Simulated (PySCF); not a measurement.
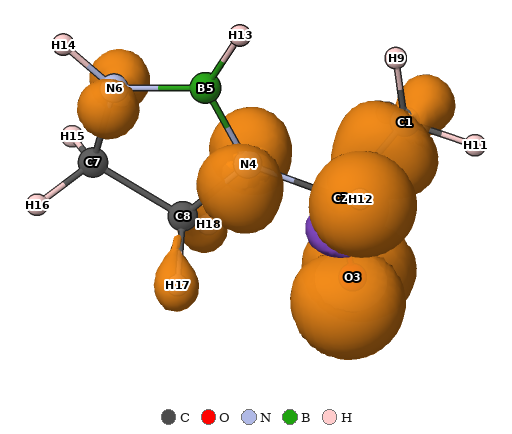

C$_{4}$H$_{10}$BN$_{2}$O (doublet). Isosurfaces of the spin density (α minus β) at +0.015 (orange) and −0.015 e/Å³ (purple), seen at a tilt.

Geometry: GFN2-xTB.

Computed with PySCF 2.14.0, density-fitted response routines, UKS B3LYP, pcH-1 on B C H N O, non-relativistic, mean-field spin-orbit, GIAO.

```yaml
atoms:
  - { symbol: C, position_ang: [2.3831, 0.5206, -0.0098] }
  - { symbol: C, position_ang: [1.3681, -0.5652, -0.5234] }
  - { symbol: O, position_ang: [1.3349, -0.6661, -1.8124] }
  - { symbol: N, position_ang: [0.0873, -0.3165, 0.1089] }
  - { symbol: B, position_ang: [-0.3178, -0.3081, 1.4662] }
  - { symbol: N, position_ang: [-1.6762, 0.0145, 1.4811] }
  - { symbol: C, position_ang: [-2.2084, 0.2473, 0.1557] }
  - { symbol: C, position_ang: [-1.0232, -0.0469, -0.7715] }
  - { symbol: H, position_ang: [2.4256, 0.5162, 1.0734] }
  - { symbol: H, position_ang: [2.0442, 1.4874, -0.3699] }
  - { symbol: H, position_ang: [3.3573, 0.3006, -0.4336] }
  - { symbol: H, position_ang: [1.7460, -1.5100, -0.0471] }
  - { symbol: H, position_ang: [0.3482, -0.5349, 2.3920] }
  - { symbol: H, position_ang: [-2.3046, 0.1234, 2.2579] }
  - { symbol: H, position_ang: [-2.5520, 1.2843, 0.0506] }
  - { symbol: H, position_ang: [-3.0599, -0.4114, -0.0506] }
  - { symbol: H, position_ang: [-1.1932, -0.9160, -1.4180] }
  - { symbol: H, position_ang: [-0.7681, 0.7870, -1.4350] }
```

Where is the unpaired spin?

Answer. The unpaired spin (1 electron) lies mostly on O3 (about 0.5), N4 (about 0.1), C1 (about 0.1) and H12 (about 0.1), in electrons by Hirshfeld's partition.
